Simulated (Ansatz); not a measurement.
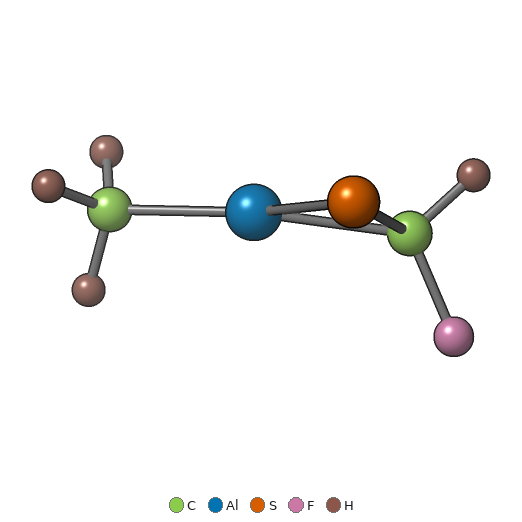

The geometry was computed by an optimisation with PBE0-D4/def2-TZVP. No frequency run is at hand to confirm it as a minimum.

Draw it as a skeletal formula.

SMILES: [CH3][Al]1[S][C@H]1F

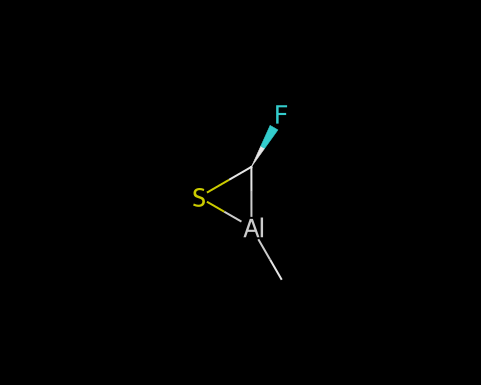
